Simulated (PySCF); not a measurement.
## Electronic structure of CH$_{8}$NSi$_{2}$ (SMILES [CH2][SiH2]N[SiH3]) (doublet) in real space

Input file:

```
{"job": {"kind": "epr"}, "charge": 0, "multiplicity": 2}
Si     0.866035    -0.634858     0.394222
N     -0.544346    -0.169511    -0.518798
Si    -2.078555     0.424372     0.047854
C      2.375349     0.249161    -0.208985
H      1.141756    -2.106005     0.318147
H      0.551573    -0.291521     1.817551
H     -0.478225    -0.316241    -1.523421
H     -1.891179     0.927486     1.440198
H     -2.554715     1.536996    -0.832438
H     -3.157846    -0.615296     0.064553
H      3.372828    -0.205221    -0.215094
H      2.341204     1.286502    -0.561952
```

Command:

```sh
OMP_NUM_THREADS=1 python cluster_run.py task.json out
```

Geometry: PBE0-D3(BJ)/def2-SVP.

These are results of UKS B3LYP, IGLO-III on C N Si, pcH-1 on H, non-relativistic, mean-field spin-orbit, GIAO in PySCF 2.14.0, density-fitted response routines, not measurements.

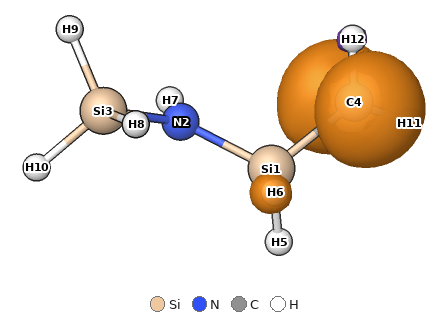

Figure 1. Isosurfaces of the spin density (α minus β) at +0.03 (orange) and −0.03 e/Å³ (purple), seen at a tilt.

Where is the unpaired spin?

The unpaired spin (1 electron) lies mostly on C4 (about 0.8) and Si1 (about 0.1), in electrons by Hirshfeld's partition.

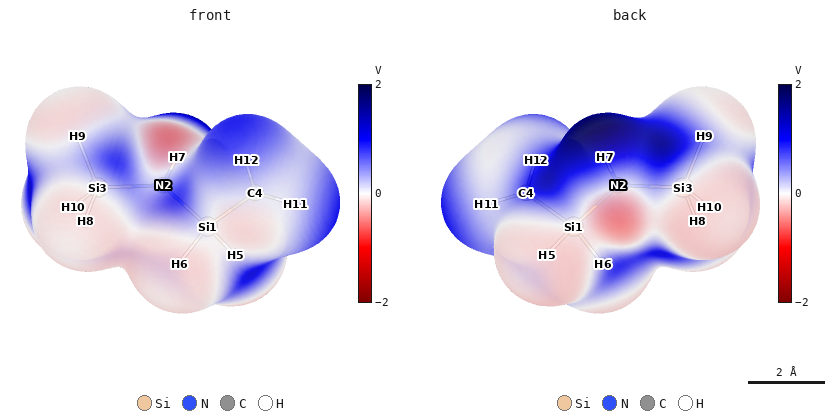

Figure 2. The molecular electrostatic potential painted on the density surface at 0.002 e/bohr³, seen from the front and from behind; red is negative and blue positive.

Where is the surface potential most negative and most positive?

The most negative region (about −0.5 V) lies over N2, the most positive (about +1.9 V) over H7.

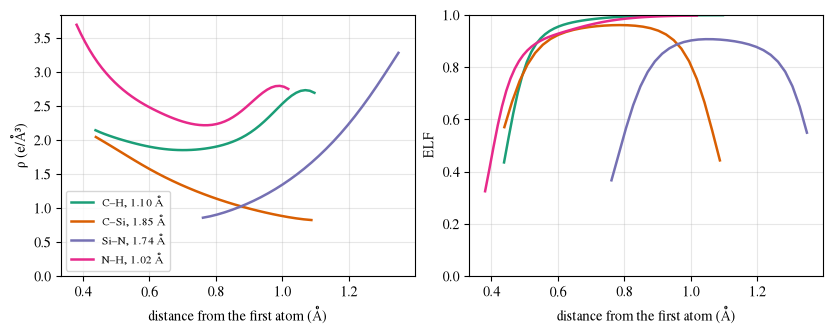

Figure 3. Total electron density and electron localisation function along straight lines between neighbouring atoms. The curves leave out the atomic cores.

Compare the contacts.

C–H (1.10 Å): the density is about 2 e/Å³ at the midpoint; the ELF climbs to about 1 towards the hydrogen, as it does in any bond to H: an ordinary covalent bond to hydrogen.
C–Si (1.85 Å): ρ is about 0.96 e/Å³ halfway; the ELF peaks at about 0.95 between the atoms; a shared electron pair.
Si–N (1.74 Å): ρ at the midpoint is about 1 e/Å³; the ELF peaks at about 0.90 between the atoms; a polar covalent bond.
N–H (1.02 Å): ρ is about 2.8 e/Å³ halfway; the ELF climbs to about 1 towards the hydrogen (an ordinary covalent bond to hydrogen).
